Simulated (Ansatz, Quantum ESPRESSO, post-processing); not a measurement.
# 2H-TiCl2, 1 layer in a field-effect set-up, part 5 of 8

Wanted: induced charge and band edges of 2H-TiCl2, 1 layer beside a charged plate.

Quantum ESPRESSO 7.5; plane-wave DFT, PBEsol, GBRV ultrasoft pseudopotentials; geometry by Ansatz 0.2.0 with PAW datasets.

So far. Step 7 (Self-consistent run: charge -0.0395 e against a gate): The run needed 14 iterations to bring the estimated error under 1e-07 Ry. Step 8 (Valence density): The density integrates to 26.039 electrons, as the 26.04 of the input ask.

## (11) Ground state: charge 0.0395 e against a gate

g2.in reads:

```
&control
  prefix = 'g2'
  outdir = './out'
  pseudo_dir = './pseudo'
  calculation = 'scf'
  tprnfor = .true.
  tefield = .true.
  dipfield = .true.
  gate = .true.
/
&system
  ibrav = 0
  nat = 3
  ntyp = 2
  ecutwfc = 40
  ecutrho = 200
  occupations = 'smearing'
  smearing = 'fd'
  degauss = 0.004
  edir = 3
  emaxpos = 0.217081
  eopreg = 0.01
  eamp = 0.0
  zgate = 0.229081
  block = .true.
  block_1 = 0.150088
  block_2 = 0.308074
  block_height = 2.0
  tot_charge = 0.0395
  nbnd = 19
/
&electrons
  conv_thr = 1e-07
  mixing_beta = 0.4
  electron_maxstep = 120
  mixing_mode = 'local-TF'
  startingpot = 'file'
/
ATOMIC_SPECIES
  Cl  35.4500  cl_pbesol_v1.4.uspp.F.UPF
  Ti  47.8670  ti_pbesol_v1.4.uspp.F.UPF
CELL_PARAMETERS angstrom
  3.27674852667764 0.00000000000000 0.00000000000000
  -1.63837426333882 2.83774746591607 0.00000000000000
  0.00000000000000 0.00000000000000 25.31856245310000
ATOMIC_POSITIONS crystal
  Cl  0.333333333333 0.666666666667 0.437464339022
  Ti  0.000000000000 -0.000000000000 0.499999983291
  Cl  0.333333333333 0.666666666667 0.562535677687
K_POINTS automatic
  12 12 1 0 0 0
```

Launch:

```console
$ cp -r out/g1.save out/g2.save
$ OMP_NUM_THREADS=1 mpirun -n 4 pw.x -nk 4 -in g2.in > g2.out
```

Output:

```text
[banner, memory and clock lines left out]
Program PWSCF v.7.5 starts
[...]
Message from routine setup:
[...]
number of electrons       =        25.96
     number of Kohn-Sham states=           19
     kinetic-energy cutoff     =      40.0000  Ry
     charge density cutoff     =     200.0000  Ry
[...]
number of k points=    19  Fermi-Dirac smearing, width (Ry)=  0.0040
[...]
Dense  grid:    75695 G-vectors     FFT dimensions: (  27,  27, 216)
[...]
The initial density is read from file :
[...]
negative rho (up, down):  3.373E-02 0.000E+00
[...]
Starting wfcs are   18 randomized atomic wfcs +    1 random wfcs
[...]
negative rho (up, down):  3.308E-02 0.000E+00
[...]
estimated scf accuracy    <       0.20453264 Ry
[...]
negative rho (up, down):  3.402E-02 0.000E+00
[...]
estimated scf accuracy    <       0.10883315 Ry
[...]
negative rho (up, down):  3.650E-02 0.000E+00
[...]
estimated scf accuracy    <       0.02392087 Ry
[...]
negative rho (up, down):  3.642E-02 0.000E+00
[...]
estimated scf accuracy    <       0.00334959 Ry
[...]
negative rho (up, down):  3.501E-02 0.000E+00
[...]
estimated scf accuracy    <       0.00119352 Ry
[...]
negative rho (up, down):  3.422E-02 0.000E+00
[...]
estimated scf accuracy    <       0.00066372 Ry
[...]
negative rho (up, down):  3.279E-02 0.000E+00
[...]
estimated scf accuracy    <       0.00051422 Ry
[...]
negative rho (up, down):  3.230E-02 0.000E+00
[...]
estimated scf accuracy    <       0.00074839 Ry
[...]
negative rho (up, down):  3.250E-02 0.000E+00
[...]
estimated scf accuracy    <       0.00059241 Ry
[...]
negative rho (up, down):  3.227E-02 0.000E+00
[...]
estimated scf accuracy    <       0.00019886 Ry
[...]
negative rho (up, down):  3.316E-02 0.000E+00
[...]
estimated scf accuracy    <       0.00020925 Ry
[...]
negative rho (up, down):  3.370E-02 0.000E+00
[...]
estimated scf accuracy    <       0.00003414 Ry
[...]
negative rho (up, down):  3.388E-02 0.000E+00
[...]
estimated scf accuracy    <       0.00003553 Ry
[...]
negative rho (up, down):  3.391E-02 0.000E+00
[...]
estimated scf accuracy    <       0.00000265 Ry
[...]
negative rho (up, down):  3.392E-02 0.000E+00
[...]
estimated scf accuracy    <       0.00000080 Ry
[...]
negative rho (up, down):  3.393E-02 0.000E+00
[...]
estimated scf accuracy    <       0.00000015 Ry
[...]
negative rho (up, down):  3.393E-02 0.000E+00
[...]
Total length         47.3667 bohr
[...]
estimated scf accuracy    <       0.00000010 Ry
[...]
negative rho (up, down):  3.395E-02 0.000E+00
[...]
Computed dipole along edir(3) :
[...]
Dipole                0.3414 Ry au,          0.8677 Debye
        Dipole field          0.0027 Ry au,
        Potential amp.       -0.2558 Ry
        Total length         47.3667 bohr
[...]
the Fermi energy is    -1.4627 ev
!    total energy              =    -182.78610131 Ry
     estimated scf accuracy    <       0.00000003 Ry
     smearing contrib. (-TS)   =      -0.00039121 Ry
     internal energy E=F+TS    =    -182.78571010 Ry
[...]
one-electron contribution =   -1448.44568918 Ry
     hartree contribution      =     723.20993781 Ry
     xc contribution           =     -36.65099118 Ry
     ewald contribution        =     575.46157716 Ry
     electric field correction =       0.00092169 Ry
     gate field correction     =       3.63853360 Ry
     convergence has been achieved in  18 iterations
     negative rho (up, down):  3.395E-02 0.000E+00
[...]
Total force =     0.022013     Total SCF correction =     0.000659
[...]
```

It took 26 s on 4 MPI ranks of Arm Neoverse V2, shared host; peak memory 0.43 GiB; 1.7 min of CPU time.

Read from the output:

* Fermi energy: -1.463 eV

## (12) Density by pp.x

g2.rho.in reads:

```
&inputpp
  prefix = 'g2'
  outdir = './out'
  filplot = 'g2.rho.dat'
  plot_num = 0
/
```

Launch:

```console
$ OMP_NUM_THREADS=1 mpirun -n 4 pp.x -in g2.rho.in > g2.rho.out
```

The job ended after 0.91 s (4 MPI ranks; peak memory 0.11 GiB; 3.3 s of CPU time).

This step gave:

```
electrons by integration : 25.96 e
```

## (13) Potential by pp.x

plot_num = 11 writes the bare and Hartree potential. It leaves out exchange and correlation, which fade slowly, so it flattens close to the surface.

g2.pot.in reads:

```
&inputpp
  prefix = 'g2'
  outdir = './out'
  filplot = 'g2.pot.dat'
  plot_num = 11
/
```

Launch:

```console
$ OMP_NUM_THREADS=1 mpirun -n 4 pp.x -in g2.pot.in > g2.pot.out
```

It took 0.91 s on 4 MPI ranks; peak memory 0.11 GiB.

## (14) Band structure: charge 0.0395 e against a gate

g2.bands.in reads:

```
&control
  prefix = 'g2.bands'
  outdir = './out'
  pseudo_dir = './pseudo'
  calculation = 'bands'
  tefield = .true.
  dipfield = .true.
  gate = .true.
/
&system
  ibrav = 0
  nat = 3
  ntyp = 2
  ecutwfc = 40
  ecutrho = 200
  occupations = 'smearing'
  smearing = 'fd'
  degauss = 0.004
  edir = 3
  emaxpos = 0.217081
  eopreg = 0.01
  eamp = 0.0
  zgate = 0.229081
  block = .true.
  block_1 = 0.150088
  block_2 = 0.308074
  block_height = 2.0
  tot_charge = 0.0395
  nbnd = 19
/
&electrons
  conv_thr = 1e-07
  mixing_beta = 0.4
  electron_maxstep = 120
  mixing_mode = 'local-TF'
/
ATOMIC_SPECIES
  Cl  35.4500  cl_pbesol_v1.4.uspp.F.UPF
  Ti  47.8670  ti_pbesol_v1.4.uspp.F.UPF
CELL_PARAMETERS angstrom
  3.27674852667764 0.00000000000000 0.00000000000000
  -1.63837426333882 2.83774746591607 0.00000000000000
  0.00000000000000 0.00000000000000 25.31856245310000
ATOMIC_POSITIONS crystal
  Cl  0.333333333333 0.666666666667 0.437464339022
  Ti  0.000000000000 -0.000000000000 0.499999983291
  Cl  0.333333333333 0.666666666667 0.562535677687
K_POINTS crystal_b
4
  0.0000000000 0.0000000000 0.0000000000 14
  0.5000000000 0.0000000000 0.0000000000 14
  0.3333333333 0.3333333333 0.0000000000 14
  0.0000000000 0.0000000000 0.0000000000 1
```

Launch:

```console
$ cp -r out/g2.save out/g2.bands.save
$ cp out/g2.xml out/g2.bands.xml
$ OMP_NUM_THREADS=1 mpirun -n 4 pw.x -nk 4 -in g2.bands.in > g2.bands.out
```

Output:

```text
[banner, memory and clock lines left out]
Program PWSCF v.7.5 starts
[citation notice left out]

[...]
Message from routine setup:
[...]
bravais-lattice index     =            0
     lattice parameter (alat)  =       6.1922  a.u.
     unit-cell volume          =    1588.7388 (a.u.)^3
     number of atoms/cell      =            3
     number of atomic types    =            2
     number of electrons       =        25.96
     number of Kohn-Sham states=           19
     kinetic-energy cutoff     =      40.0000  Ry
     charge density cutoff     =     200.0000  Ry
     Exchange-correlation= SLA  PW   PSX  PSC
                           (   1   4  10   8   0   0   0)

[...]
PseudoPot. # 1 for Cl read from file:
     ./pseudo/cl_pbesol_v1.4.uspp.F.UPF
     Pseudo is Ultrasoft + core correction, Zval =  7.0
     Generated by new atomic code, or converted to UPF format
     Using radial grid of  909 points,  6 beta functions with:
                l(1) =   0
                l(2) =   0
                l(3) =   1
                l(4) =   1
                l(5) =   2
                l(6) =   2
     Q(r) pseudized with  8 coefficients,  rinner =    1.300   1.300   1.300
                                                       1.300   1.300

     PseudoPot. # 2 for Ti read from file:
     ./pseudo/ti_pbesol_v1.4.uspp.F.UPF
     Pseudo is Ultrasoft + core correction, Zval = 12.0
     Generated by new atomic code, or converted to UPF format
     Using radial grid of  851 points,  6 beta functions with:
                l(1) =   0
                l(2) =   0
                l(3) =   1
                l(4) =   1
                l(5) =   2
                l(6) =   2
     Q(r) pseudized with  6 coefficients,  rinner =    1.000   1.000   1.000
                                                       1.000   1.000

     atomic species   valence    mass     pseudopotential
     Cl                7.00    35.45000     Cl( 1.00)
     Ti               12.00    47.86700     Ti( 1.00)

      6 Sym. Ops. (no inversion) found

                                    s                        frac. trans.

      isym =  1     identity

 cryst.   s( 1) = (     1          0          0      )
                  (     0          1          0      )
                  (     0          0          1      )

 cart.    s( 1) = (  1.0000000 -0.0000000  0.0000000 )
                  (  0.0000000  1.0000000  0.0000000 )
                  (  0.0000000  0.0000000  1.0000000 )

      isym =  2     120 deg rotation - cryst. axis [0,0,1]

 cryst.   s( 2) = (     0          1          0      )
                  (    -1         -1          0      )
                  (     0          0          1      )

 cart.    s( 2) = ( -0.5000000 -0.8660254  0.0000000 )
                  (  0.8660254 -0.5000000  0.0000000 )
                  (  0.0000000  0.0000000  1.0000000 )

      isym =  3     120 deg rotation - cryst. axis [0,0,-1]

 cryst.   s( 3) = (    -1         -1          0      )
                  (     1          0          0      )
                  (     0          0          1      )

 cart.    s( 3) = ( -0.5000000  0.8660254  0.0000000 )
                  ( -0.8660254 -0.5000000  0.0000000 )
                  (  0.0000000  0.0000000  1.0000000 )

      isym =  4     inv. 180 deg rotation - cart. axis [1,0,0]

 cryst.   s( 4) = (    -1          0          0      )
                  (     1          1          0      )
                  (     0          0          1      )

 cart.    s( 4) = ( -1.0000000 -0.0000000  0.0000000 )
                  (  0.0000000  1.0000000  0.0000000 )
                  (  0.0000000  0.0000000  1.0000000 )

      isym =  5     inv. 180 deg rotation - cryst. axis [0,1,0]

 cryst.   s( 5) = (     1          1          0      )
                  (     0         -1          0      )
                  (     0          0          1      )

 cart.    s( 5) = (  0.5000000  0.8660254  0.0000000 )
                  (  0.8660254 -0.5000000  0.0000000 )
                  (  0.0000000  0.0000000  1.0000000 )

      isym =  6     inv. 180 deg rotation - cryst. axis [1,1,0]

 cryst.   s( 6) = (     0         -1          0      )
                  (    -1          0          0      )
                  (     0          0          1      )

 cart.    s( 6) = (  0.5000000 -0.8660254  0.0000000 )
                  ( -0.8660254 -0.5000000  0.0000000 )
                  (  0.0000000  0.0000000  1.0000000 )

[...]
number of k points=    43  Fermi-Dirac smearing, width (Ry)=  0.0040
[...]
Dense  grid:    75695 G-vectors     FFT dimensions: (  27,  27, 216)

     Smooth grid:    54385 G-vectors     FFT dimensions: (  25,  25, 200)

     Dynamical RAM for                 wfc:       1.97 MB

     Dynamical RAM for     wfc (w. buffer):       1.97 MB

     Dynamical RAM for           str. fact:       2.31 MB

     Dynamical RAM for           local pot:       0.00 MB

     Dynamical RAM for          nlocal pot:       5.59 MB

     Dynamical RAM for                qrad:       2.27 MB

     Dynamical RAM for          rho,v,vnew:       7.07 MB

     Dynamical RAM for           G-vectors:       4.75 MB

     Dynamical RAM for          h,s,v(r/c):       0.07 MB

     Dynamical RAM for          <psi|beta>:       0.02 MB

     Dynamical RAM for                 psi:       3.94 MB

     Dynamical RAM for                hpsi:       3.94 MB

     Dynamical RAM for                spsi:       3.94 MB

     Dynamical RAM for      wfcinit/wfcrot:       3.94 MB

     Dynamical RAM for           addusdens:      55.15 MB

     Adding charged plate to compensate the charge of the system - add_gatefield
     see PRB 89, 245406 (2014), works only for 2D systems perpendicular to z
                                i.e. 3rd lattice vector is (0,0,c)

        prefactor of the potential in [Ha a.u.]:     0.007474
               position of the gate within cell:     0.22908
         ion-gate + gate-gate contribution to the total energy:     3.638534
                         gate-gate contribution:     0.002354

        Adding potential to prevent charge spilling into region of the gate
        Potential is linearly increased and decreased within the first/last eopreg of block_size
        block_size =  0.15799 in units of unit cell length
        block_height =  2.00000 in Ry

     The potential is recalculated from file :
     ./out/g2.bands.save/charge-density

     negative rho (up, down):  3.395E-02 0.000E+00

     Adding external electric field

     Computed dipole along edir(3) :
        Elec. dipole         -2.1805 Ry au,         -5.5422 Debye
        Ion. dipole          -2.1778 Ry au,         -5.5354 Debye
        Dipole                0.3414 Ry au,          0.8677 Debye
        Dipole field          0.0027 Ry au,

        Potential amp.       -0.2558 Ry
        Total length         47.3667 bohr

     Starting wfcs are   18 randomized atomic wfcs +    1 random wfcs

     Band Structure Calculation
     Davidson diagonalization with overlap

     Computing kpt #:     1  of    11 on this pool

     Computing kpt #:     2  of    11 on this pool

     Computing kpt #:     3  of    11 on this pool

     Computing kpt #:     4  of    11 on this pool

     Computing kpt #:     5  of    11 on this pool

     Computing kpt #:     6  of    11 on this pool

     Computing kpt #:     7  of    11 on this pool

     Computing kpt #:     8  of    11 on this pool

     Computing kpt #:     9  of    11 on this pool

     Computing kpt #:    10  of    11 on this pool

     Computing kpt #:    11  of    11 on this pool

     ethr =  3.85E-10,  avg # of iterations = 59.0

     End of band structure calculation

          k = 0.0000 0.0000 0.0000 (  6817 PWs)   bands (ev):

   -58.7315 -35.2020 -34.9913 -34.9913 -19.1641 -18.5121  -8.5205  -6.0539
    -5.4683  -5.4683  -5.0531  -5.0531  -1.5686  -0.3974  -0.3974  -0.1667
    -0.1667   1.6699   2.1711

          k = 0.0357 0.0206 0.0000 (  6815 PWs)   bands (ev):

   -58.7313 -35.2014 -34.9938 -34.9918 -19.1533 -18.5056  -8.5065  -6.0585
    -5.5252  -5.4700  -5.0927  -5.0705  -1.5744  -0.4046  -0.3939  -0.1699
    -0.1497   1.7262   2.2013

[...]
```

It took 19 s on 4 MPI ranks; peak memory 0.34 GiB; 77 s of CPU time.

Numbers from this step:

* valence top, on the run's zero: -1.423 eV
* conduction bottom, on the run's zero: -0.4640 eV
* gap by band count: 0.9588 eV

Band numbers count within the set of bands kept for display. The electronic bands at the labelled points (eV, zero at the Fermi level; # counts the bands kept):

```
point     #4     #5     #6     #7    #8    #9   #10   #11
    Γ  -4.01  -3.59  -3.59  -0.11  1.07  1.07  1.30  1.30
    M  -4.71  -4.40  -4.16  -0.83  1.84  1.88  2.03  2.18
    K  -5.81  -5.53  -4.42   0.04  1.28  1.85  2.14  2.49
    Γ  -4.01  -3.59  -3.59  -0.11  1.07  1.07  1.30  1.30
```

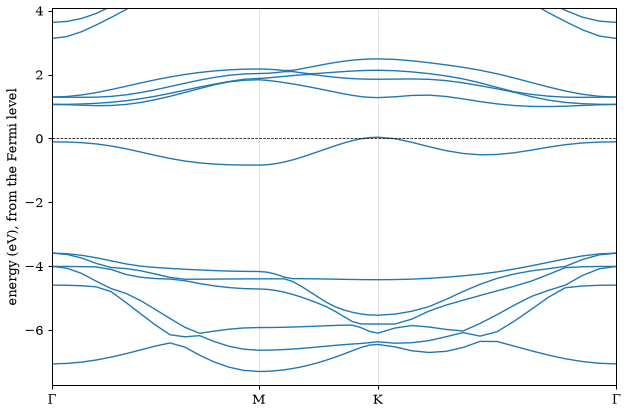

Electronic bands along the path.

An edge by band count lies at the Fermi level or within reach of the smearing, so that band is partly filled.

Along this path the valence top lies at K and the conduction bottom between K and Γ.

## (15) Induced charge

Planar mean against z:

```
z (Å)  planar mean (e/Å³)
  5.0             -1.3e-8
  7.5             -1.8e-5
 10.0            -0.00256
 12.5            -0.00131
 15.0              1.7e-5
 17.5             -5.9e-7
 20.0              2.0e-8
```

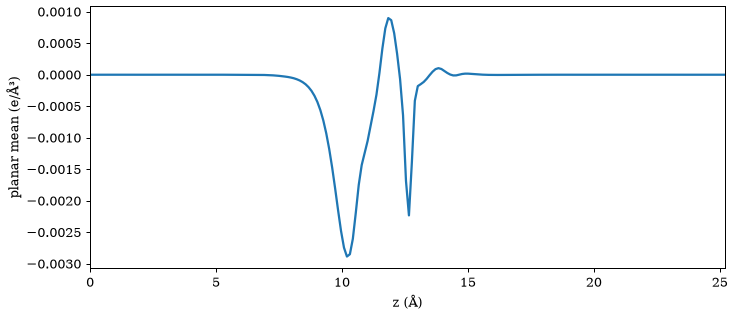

Planar mean, plotted against z.

Table of running integral, electrons below z by z:

```
z (Å)  running integral, electrons below z (e/Å²)
    6                                     -2.1e-7
    7                                     -2.3e-6
    8                                     -2.5e-5
    9                                     -2.1e-4
   10                                    -0.00165
   11                                    -0.00373
   12                                    -0.00357
   13                                    -0.00426
   14                                    -0.00426
   15                                    -0.00425
   16                                    -0.00424
   17                                    -0.00425
   18                                    -0.00425
   19                                    -0.00425
   20                                    -0.00425
   21                                    -0.00425
   22                                    -0.00425
   23                                    -0.00425
   24                                    -0.00425
   25                                    -0.00425
```

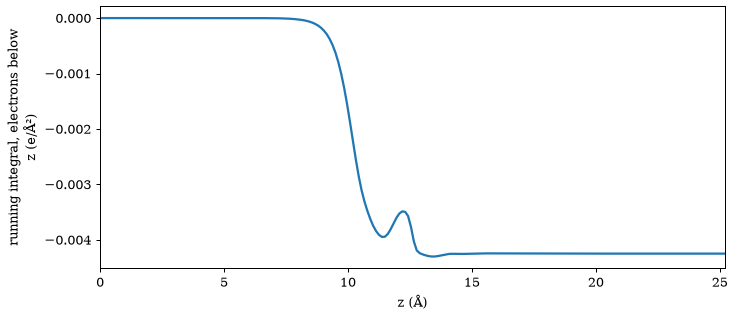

Running integral, electrons below z, plotted against z.

[end of part 5 of 8]

[Logs are printed without paths, hosts, clocks, repeated set-up lines and the standing remarks that a program may print on its own settings, such as how far it seeks lower states.]

[Hosts, paths, dates, database ids (printed as entryN), source tags and the programs' standing remarks are cut or masked in the printed files.]

[Maps of the electrostatic potential energy from Ansatz leave out the sawtooth potential of an applied field or a dipole correction, so their vacuum need not be flat; planar profiles and work functions include it.]
